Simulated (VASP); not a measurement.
# Ba3Cu: the relaxed cell at several levels, part 2 of 3

Aim: relax Ba3Cu with several functionals and dispersion schemes, and compare the cells. The cell is invented: it takes the structure of a Materials Project entry for RbBa3 (space group 225 there), with some of its atoms replaced by other elements, volume scaled by an estimate. It may not be a known or stable phase.

VASP 6.6.1, plane waves and PAW; the level of theory is named at each step.

So far. Step 2 (Relaxation with PBE): It ends with forces that vanish by symmetry and a pressure of -0.03 GPa. The conventional cell has a = 8.741 Å.

## Step 3: Relaxation with LDA

This step: LDA; plane waves and PAW (Ba_sv, Cu); invented cell (VASP 6.6.1).

LDA, the lowest rung, knows the local density alone.

Contents of INCAR:

```
SYSTEM = Ba3Cu
PREC = Accurate
ENCUT = 520
EDIFF = 1E-06
NELM = 100
ISMEAR = -1
SIGMA = 0.05
LREAL = .FALSE.
ALGO = Normal
GGA = CA
LORBIT = 11
LWAVE = .FALSE.
LCHARG = .FALSE.
KPAR = 2
IBRION = 2
NSW = 60
ISIF = 3
EDIFFG = -0.01
```

Contents of POSCAR:

```
Ba3Cu
1.0
    0.0000000000      4.6539880000      4.6539880000
    4.6539880000      0.0000000000      4.6539880000
    4.6539880000      4.6539880000      0.0000000000
Ba Cu
3 1
Direct
    0.2500000000      0.2500000000      0.2500000000
    0.7500000000      0.7500000000      0.7500000000
    0.5000000000      0.5000000000      0.5000000000
    0.0000000000      0.0000000000      0.0000000000
```

Contents of KPOINTS:

```
Automatic mesh
0
Gamma
4 4 4
0 0 0
```

PAW data sets: Ba_sv and Cu (PBE family, release 64).

Command:

```bash
$ mpirun -np 2 vasp_std
```

Output:

```text
[banner, memory and clock lines left out]
running    2 mpi-ranks, on    1 nodes
 distrk:  each k-point on    1 cores,    2 groups
 distr:  one band on    1 cores,    1 groups

 POSCAR found type information on POSCAR BaCu
 POSCAR found :  2 types and       4 ions
|                                                                             |
|               ----> ADVICE to this user running VASP <----                  |
|                                                                             |
|     You enforced a specific xc type in the INCAR file but a different       |
|     [... a line on the potential file left out ...]
|     I HOPE YOU KNOW WHAT YOU ARE DOING!                                     |
|                                                                             |

 LDA part: xc-table for (Slater(with rela. corr.)+CA(PZ))
 , standard interpolation
 POSCAR, INCAR and KPOINTS ok, starting setup
 FFT: planning ... GRIDC
 FFT: planning ... GRID_SOFT
 FFT: planning ... GRID
 WAVECAR not read
 entering main loop
       N       E                     dE             d eps       ncg     rms          rms(c)
DAV:   1     0.396036891786E+03    0.39604E+03   -0.16296E+04   384   0.148E+03
DAV:   2     0.261890251680E+02   -0.36985E+03   -0.36468E+03   544   0.336E+02
DAV:   3    -0.810966062402E+01   -0.34299E+02   -0.34016E+02   568   0.116E+02
DAV:   4    -0.103266579444E+02   -0.22170E+01   -0.22014E+01   648   0.239E+01
DAV:   5    -0.104079035002E+02   -0.81246E-01   -0.81072E-01   536   0.455E+00    0.117E+01
DAV:   6    -0.138253275999E+02   -0.34174E+01   -0.88579E+01   536   0.114E+02    0.110E+01
DAV:   7    -0.101651761366E+02    0.36602E+01   -0.14092E+01   440   0.299E+01    0.461E+00
DAV:   8    -0.972019158687E+01    0.44498E+00   -0.16315E+00   576   0.867E+00    0.228E+00
DAV:   9    -0.962210125069E+01    0.98090E-01   -0.15087E+00   568   0.101E+01    0.140E+00
DAV:  10    -0.960699807324E+01    0.15103E-01   -0.20280E-01   640   0.359E+00    0.367E-01
DAV:  11    -0.960508606749E+01    0.19120E-02   -0.13057E-02   568   0.604E-01    0.191E-01
DAV:  12    -0.960484030504E+01    0.24576E-03   -0.10342E-02   584   0.947E-01    0.117E-01
DAV:  13    -0.960460329408E+01    0.23701E-03   -0.23816E-03   528   0.399E-01    0.173E-02
DAV:  14    -0.960461257450E+01   -0.92804E-05   -0.96139E-05   624   0.628E-02    0.101E-02
DAV:  15    -0.960461144280E+01    0.11317E-05   -0.81545E-06   496   0.197E-02    0.388E-03
DAV:  16    -0.960461147227E+01   -0.29469E-07   -0.60953E-07   352   0.506E-03
   1 F= -.96046115E+01 E0= -.95821846E+01  d E =-.960461E+01
 curvature:   0.00 expect dE= 0.000E+00 dE for cont linesearch  0.000E+00
 trial: gam= 0.00000 g(F)=  0.472E-50 g(S)=  0.467E+00 ort = 0.000E+00 (trialstep = 0.100E+01)
 search vector abs. value=  0.467E+00
 bond charge predicted
       N       E                     dE             d eps       ncg     rms          rms(c)
DAV:   1    -0.323668155618E+02   -0.22762E+02   -0.26559E+02   464   0.136E+02    0.712E+01
DAV:   2    -0.160658664946E+03   -0.12829E+03   -0.37234E+03   600   0.392E+02    0.430E+01
DAV:   3    -0.465704779886E+02    0.11409E+03   -0.30626E+02   472   0.101E+02    0.283E+01
DAV:   4    -0.922175085286E+01    0.37349E+02   -0.27623E+02   496   0.869E+01    0.747E+00
DAV:   5    -0.980424509560E+01   -0.58249E+00   -0.19972E+01   616   0.226E+01    0.282E+00
DAV:   6    -0.995410875309E+01   -0.14986E+00   -0.90683E-01   544   0.506E+00    0.272E+00
DAV:   7    -0.102253718831E+02   -0.27126E+00   -0.81466E-01   552   0.963E+00    0.360E+00
DAV:   8    -0.998410901366E+01    0.24126E+00   -0.19794E+00   592   0.115E+01    0.110E+00
DAV:   9    -0.100431255420E+02   -0.59017E-01   -0.71219E-01   624   0.537E+00    0.253E+00
DAV:  10    -0.100049698646E+02    0.38156E-01   -0.35729E-01   624   0.455E+00    0.916E-01
DAV:  11    -0.100144329416E+02   -0.94631E-02   -0.33973E-02   576   0.102E+00    0.112E+00
DAV:  12    -0.100033144934E+02    0.11118E-01   -0.25571E-01   544   0.505E+00    0.545E-01
DAV:  13    -0.100124292029E+02   -0.91147E-02   -0.20581E-02   592   0.847E-01    0.405E-01
DAV:  14    -0.100254292288E+02   -0.13000E-01   -0.55477E-02   608   0.250E-01    0.397E-01
DAV:  15    -0.100265356251E+02   -0.11064E-02   -0.12119E-02   528   0.550E-02    0.388E-01
DAV:  16    -0.100273212730E+02   -0.78565E-03   -0.13782E-03   528   0.188E-01    0.436E-01
DAV:  17    -0.100257409865E+02    0.15803E-02   -0.23163E-03   504   0.485E-01    0.325E-01
DAV:  18    -0.100251702769E+02    0.57071E-03   -0.11226E-03   576   0.288E-01    0.312E-01
DAV:  19    -0.100251503368E+02    0.19940E-04   -0.72679E-05   464   0.396E-02    0.253E-01
DAV:  20    -0.100250840120E+02    0.66325E-04   -0.71132E-05   552   0.600E-02    0.183E-01
DAV:  21    -0.100249996496E+02    0.84362E-04   -0.50605E-05   664   0.762E-02    0.156E-01
DAV:  22    -0.100248537200E+02    0.14593E-03   -0.19000E-04   432   0.141E-01    0.112E-01
DAV:  23    -0.100247789338E+02    0.74786E-04   -0.15772E-04   520   0.125E-01    0.680E-02
DAV:  24    -0.100247506433E+02    0.28291E-04   -0.88423E-05   512   0.909E-02    0.383E-02
DAV:  25    -0.100247458804E+02    0.47630E-05   -0.23756E-05   576   0.437E-02    0.210E-02
DAV:  26    -0.100247456525E+02    0.22785E-06   -0.29578E-06   376   0.157E-02
   2 F= -.10024746E+02 E0= -.10004269E+02  d E =-.420134E+00
[...]
3 F= -.10338215E+02 E0= -.10310502E+02  d E =-.733604E+00
[...]
4 F= -.10245837E+02 E0= -.10231714E+02  d E =-.641226E+00
[...]
5 F= -.10473831E+02 E0= -.10454228E+02  d E =-.869220E+00
[...]
6 F= -.10490073E+02 E0= -.10473459E+02  d E =-.885462E+00
 curvature:  -1.07 expect dE=-0.297E-02 dE for cont linesearch -0.297E-02
 ZBRENT: interpolating
 opt :   2.9429  next Energy=   -10.491923 (dE=-0.887E+00)
 bond charge predicted
       N       E                     dE             d eps       ncg     rms          rms(c)
DAV:   1    -0.106007046842E+02   -0.11063E+00   -0.24092E+00   384   0.184E+01    0.242E+00
DAV:   2    -0.105824085705E+02    0.18296E-01   -0.17201E+00   480   0.162E+01    0.211E+00
DAV:   3    -0.104992847709E+02    0.83124E-01   -0.73248E-01   504   0.105E+01    0.689E-01
DAV:   4    -0.104923370418E+02    0.69477E-02   -0.82633E-02   576   0.229E+00    0.266E-01
DAV:   5    -0.104919396106E+02    0.39743E-03   -0.29989E-03   528   0.391E-01    0.189E-01
DAV:   6    -0.104916417369E+02    0.29787E-03   -0.13874E-03   576   0.292E-01    0.851E-02
DAV:   7    -0.104916511632E+02   -0.94264E-05   -0.22930E-04   608   0.733E-02    0.279E-02
DAV:   8    -0.104916550009E+02   -0.38377E-05   -0.21151E-05   544   0.344E-02    0.819E-03
DAV:   9    -0.104916541520E+02    0.84889E-06   -0.12606E-05   464   0.366E-02    0.299E-03
DAV:  10    -0.104916540447E+02    0.10735E-06   -0.17223E-06   232   0.143E-02
   7 F= -.10491654E+02 E0= -.10474482E+02  d E =-.887043E+00
 curvature:  -0.67 expect dE=-0.238E-04 dE for cont linesearch -0.238E-04
 trial: gam=-0.00865 g(F)=  0.448E-52 g(S)=  0.355E-04 ort = 0.407E-02 (trialstep = 0.139E+01)
 search vector abs. value=  0.280E-08
 reached required accuracy - stopping structural energy minimisation
```

Elapsed: 6.5 min, on 2 MPI ranks of AMD EPYC 7R43, shared host; peak memory 0.58 GiB; 13 min of CPU time.

Parts of OUTCAR (step 3):

```text
The static configuration has the point symmetry O_h .

 Found      8 irreducible k-points:

   NELECT =      41.0000    total number of electrons

 E-fermi :   3.5080

 k-point     1 :       0.0000    0.0000    0.0000
  band No.  band energies     occupation
    ...
     19       2.8402      2.00000
     20       2.8402      2.00000
     21       3.5371      0.71751
     22       3.5371      0.71751
     23       3.5371      0.71751
     24       5.2583      0.00000

 k-point     2 :       0.2500    0.0000    0.0000
  band No.  band energies     occupation
    ...
     17       1.2205      2.00000
     18       1.2205      2.00000
     19       2.7528      2.00000
     20       2.7528      2.00000
     21       2.9422      1.99998
     22       4.0743      0.00002
     23       4.0743      0.00002
     24       4.7048      0.00000

  Total       -0.0313261     -0.0313261     -0.0313261     -0.0000000     -0.0000000     -0.0000000
  in kB       -0.3747959     -0.3747959     -0.3747959     -0.0000000     -0.0000000     -0.0000000
  external PRESSURE =      -0.3747959 kB  Pullay stress =       0.0000000 kB

  energy-cutoff  :      520.00
  volume of cell :      133.91
      direct lattice vectors                 reciprocal lattice vectors
    -0.000000000  4.060666950  4.060666950    -0.123132482  0.123132482  0.123132482
     4.060666950 -0.000000000  4.060666950     0.123132482 -0.123132482  0.123132482
     4.060666950  4.060666950 -0.000000000     0.123132482  0.123132482 -0.123132482

 POSITION                                       TOTAL-FORCE (eV/Angst)
 -----------------------------------------------------------------------------------
      2.03033      2.03033      2.03033        -0.000000      0.000000      0.000000
      6.09100      6.09100      6.09100         0.000000     -0.000000     -0.000000
      4.06067      4.06067      4.06067        -0.000000     -0.000000     -0.000000
     -0.00000      0.00000      0.00000        -0.000000     -0.000000     -0.000000
 -----------------------------------------------------------------------------------
    total drift:                               -0.000000     -0.000000     -0.000000

  FREE ENERGIE OF THE ION-ELECTRON SYSTEM (eV)
  ---------------------------------------------------
  free  energy   TOTEN  =       -10.4916540447 eV

  energy  without entropy=      -10.4573101706  energy(sigma->0) =      -10.47448211

 total charge
# of ion       s       p       d       tot
------------------------------------------
    1        2.071   5.475   0.513   8.060
    2        2.071   5.475   0.513   8.060
    3        2.026   5.468   0.661   8.155
    4        0.475   0.175   9.181   9.831
--------------------------------------------------
tot          6.644  16.593  10.868  34.105

[... 8 parts as in an earlier step ...]

[... 5 further parts left out ...]
```

The PAW data sets were made with PBE, though LDA sets exist; this is a small mismatch.

Relaxation path:

```
step  energy less that of the first step (eV)  largest force (eV/Å)  pressure (GPa)  volume (Å³)
   1                                   0.0000                0.0000           -2.85       201.61
   2                                  -0.4201                0.0000           -2.36       176.53
   3                                  -0.7336                0.0000           -1.94       154.10
   4                                  -0.6412                0.0000            4.89       115.10
   5                                  -0.8692                0.0000           -0.88       139.72
   6                                  -0.8855                0.0000            0.34       131.87
   7                                  -0.8870                0.0000           -0.04       133.91
```

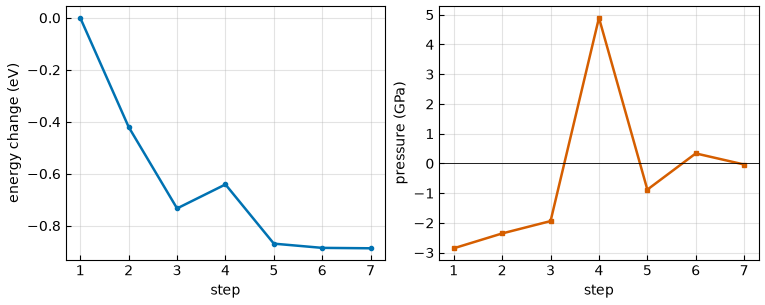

Energy and pressure along the relaxation.

```
     cell as run  before  after   change
           a (Å)   6.582  5.743  -12.7 %
           b (Å)   6.582  5.743  -12.7 %
           c (Å)   6.582  5.743  -12.7 %
volume (Å³/atom)   50.40  33.48  -33.6 %
```

Final coordinates:

```
Ba Cu
1.0
     0.00000    4.06067    4.06067
     4.06067    0.00000    4.06067
     4.06067    4.06067    0.00000
Ba Cu
3 1
Direct
  0.25000 0.25000 0.25000
  0.75000 0.75000 0.75000
  0.50000 0.50000 0.50000
  0.00000 0.00000 0.00000
```

This step gave:

| Item | Value |
| --- | --- |
| free energy (TOTEN) | -10.49 eV |
| energy at zero smearing | -10.47 eV |
| Fermi energy | 3.508 eV |
| pressure | -0.03748 GPa |
| SCF cycles over all ionic steps | 134 |

It ends at 33.48 Å³/atom, -33.6 % from the start, with -0.04 GPa left. The conventional cell has a = 8.121 Å.

## Step 4: Relaxation with PBEsol

This step: PBEsol; plane waves and PAW (Ba_sv, Cu); invented cell (VASP 6.6.1).

PBEsol restores the gradient expansion of exchange and is tuned for the cells of solids.

Edit INCAR of step 3 so:

```diff
@@ -9,3 +9,3 @@
 ALGO = Normal
-GGA = CA
+GGA = PS
 LORBIT = 11
```

POSCAR is that of step 3.

KPOINTS is that of step 3.

Command:

```bash
$ mpirun -np 2 vasp_std
```

Output:

```text
[banner, memory and clock lines left out]
running    2 mpi-ranks, on    1 nodes
[...]
[... a notice as in an earlier step ...]

 LDA part: xc-table for (Slater+PW92), standard interpolation
 POSCAR, INCAR and KPOINTS ok, starting setup
[...]
entering main loop
       N       E                     dE             d eps       ncg     rms          rms(c)
DAV:   1     0.397490741390E+03    0.39749E+03   -0.16304E+04   384   0.148E+03
DAV:   2     0.267754128590E+02   -0.37072E+03   -0.36556E+03   552   0.336E+02
DAV:   3    -0.746433680167E+01   -0.34240E+02   -0.33955E+02   560   0.116E+02
DAV:   4    -0.969592084488E+01   -0.22316E+01   -0.22162E+01   648   0.240E+01
[...]
DAV:  13    -0.896826381383E+01    0.49218E-03   -0.44751E-03   536   0.560E-01    0.120E-02
DAV:  14    -0.896827477888E+01   -0.10965E-04   -0.11999E-04   520   0.402E-02    0.476E-03
DAV:  15    -0.896827472319E+01    0.55687E-07   -0.58237E-06   464   0.117E-02
   1 F= -.89682747E+01 E0= -.89477908E+01  d E =-.896827E+01
[... from here on, the cycles between the ionic steps are left out ...]
   2 F= -.92018384E+01 E0= -.91834005E+01  d E =-.233564E+00
   3 F= -.94066046E+01 E0= -.93797799E+01  d E =-.438330E+00
   4 F= -.91688031E+01 E0= -.91546302E+01  d E =-.200528E+00
   5 F= -.94561360E+01 E0= -.94301660E+01  d E =-.487861E+00
   6 F= -.94707637E+01 E0= -.94515266E+01  d E =-.502489E+00
   7 F= -.94730513E+01 E0= -.94518410E+01  d E =-.504777E+00
   8 F= -.94730451E+01 E0= -.94525506E+01  d E =-.504770E+00
   9 F= -.94731407E+01 E0= -.94522693E+01  d E =-.956266E-04
 trial-energy change:   -0.000096  1 .order   -0.000131   -0.000281    0.000019
 step:   1.2401(harm=  1.3783)  dis= 0.00000  next Energy=    -9.473142 (dE=-0.972E-04)
 reached required accuracy - stopping structural energy minimisation
```

Elapsed: 8.8 min, on 2 MPI ranks; peak memory 0.76 GiB; 17 min of CPU time.

From OUTCAR (step 4):

```text
  Total       -0.0048247     -0.0048247     -0.0048247      0.0000000     -0.0000000     -0.0000000
  in kB       -0.0541202     -0.0541202     -0.0541202      0.0000000     -0.0000000     -0.0000000
  external PRESSURE =      -0.0541202 kB  Pullay stress =       0.0000000 kB

 POSITION                                       TOTAL-FORCE (eV/Angst)
 -----------------------------------------------------------------------------------
      2.07444      2.07444      2.07444        -0.000000     -0.000000     -0.000000
      6.22333      6.22333      6.22333         0.000000      0.000000      0.000000
      4.14889      4.14889      4.14889         0.000000      0.000000      0.000000
     -0.00000      4.14889      4.14889         0.000000      0.000000      0.000000
 -----------------------------------------------------------------------------------
    total drift:                               -0.000000     -0.000000     -0.000000

  FREE ENERGIE OF THE ION-ELECTRON SYSTEM (eV)
  ---------------------------------------------------
  free  energy   TOTEN  =        -9.4731406939 eV

  energy  without entropy=       -9.4313979338  energy(sigma->0) =       -9.45226931

[... 2 parts as in an earlier step ...]

[... 2 further parts left out ...]
[key lines of the parts left out:]
E-fermi :   3.3366
```

The PAW data sets were made with PBE, which is usual practice but a small mismatch for other functionals.

The steps of the relaxation:

```
step  energy less that of the first step (eV)  largest force (eV/Å)  pressure (GPa)  volume (Å³)
   1                                   0.0000                0.0000           -2.16       201.61
   2                                  -0.2336                0.0000           -1.70       182.44
   3                                  -0.4383                0.0000           -1.07       159.36
   4                                  -0.2005                0.0000            5.52       119.21
   5                                  -0.4879                0.0000           -0.66       150.47
   6                                  -0.5025                0.0000            0.31       140.25
   7                                  -0.5048                0.0000           -0.05       143.31
   8                                  -0.5048                0.0000            0.08       142.28
   9                                  -0.5049                0.0000           -0.01       142.83
```

```
conventional cell, symmetrised  before  after   change
                         a (Å)   9.308  8.298  -10.9 %
                         b (Å)   9.308  8.298  -10.9 %
                         c (Å)   9.308  8.298  -10.9 %
              volume (Å³/atom)   50.40  35.71  -29.2 %
```

Final coordinates:

```xyz
4
Lattice="0.0000 4.1489 4.1489 4.1489 0.0000 4.1489 4.1489 4.1489 0.0000" Properties=species:S:1:pos:R:3 pbc="T T T"
Ba    2.0744    2.0744    2.0744
Ba    6.2233    6.2233    6.2233
Ba    4.1489    4.1489    4.1489
Cu    0.0000    0.0000    0.0000
```

It ends at 35.71 Å³/atom, -29.2 % from the start, with -0.01 GPa left. The conventional cell has a = 8.298 Å.

## Step 5: Relaxation with r2SCAN

This step: r2SCAN; plane waves and PAW (Ba_sv, Cu); invented cell (VASP 6.6.1).

r2SCAN adds the kinetic-energy density, costs more than a GGA and is run with LASPH.

Edit INCAR of step 4 so:

```diff
@@ -9,3 +9,4 @@
 ALGO = Normal
-GGA = PS
+METAGGA = R2SCAN
+LASPH = .TRUE.
 LORBIT = 11
```

POSCAR is that of step 4.

KPOINTS is that of step 4.

Command:

```bash
$ mpirun -np 2 vasp_std
```

Output:

```text
[banner, memory and clock lines left out]
running    2 mpi-ranks, on    1 nodes
[...]
[... a notice as in an earlier step ...]

 LDA part: xc-table for (None), standard interpolation
 POSCAR, INCAR and KPOINTS ok, starting setup
[...]
entering main loop
       N       E                     dE             d eps       ncg     rms          rms(c)
DAV:   1     0.317229052278E+03    0.31723E+03   -0.16827E+04   384   0.153E+03
DAV:   2    -0.631963003696E+02   -0.38043E+03   -0.37424E+03   584   0.345E+02
DAV:   3    -0.972137384763E+02   -0.34017E+02   -0.33750E+02   552   0.119E+02
DAV:   4    -0.993317123600E+02   -0.21180E+01   -0.21014E+01   648   0.247E+01
[...]
DAV:  23    -0.884016031299E+02    0.32436E-04   -0.14865E-04   536   0.899E-02    0.119E-02
DAV:  24    -0.884016031787E+02   -0.48784E-07   -0.19833E-05   568   0.283E-02    0.475E-03
DAV:  25    -0.884016031352E+02    0.43483E-07   -0.80169E-07   280   0.959E-03
   1 F= -.88401603E+02 E0= -.88385702E+02  d E =-.884016E+02
[... from here on, the cycles between the ionic steps are left out ...]
   2 F= -.88513122E+02 E0= -.88492370E+02  d E =-.111519E+00
   3 F= -.88668391E+02 E0= -.88645945E+02  d E =-.266788E+00
[...]
hard stop encountered!  aborting job ...
[...]
|     The electronic self-consistency was not achieved in the given           |
[...]
soft stop encountered!  aborting job ...
   4 F= -.88665850E+02 E0= -.88647824E+02  d E =-.360525E-01
 deleting file STOPCAR
```

Wall time 15 min (2 MPI ranks); peak memory 0.79 GiB.

The run was stopped at its time limit, by a STOPCAR file.

By then 3 ionic steps had been finished.

More ranks or a longer limit would be the way on, or going on from the last geometry.

[end of part 2 of 3]

[Lines on the potential files, build, host, timing and source positions are cut from VASP's logs without a mark.]

[Logs are printed without paths, hosts, clocks, repeated set-up lines and the standing remarks that a program may print on its own settings, such as how far it seeks lower states.]

[Hosts, paths, dates, database ids (printed as entryN), source tags and the programs' standing remarks are cut or masked in the printed files.]

[A measured line is paired with the nearest computed mode of its activity, which favours agreement.]
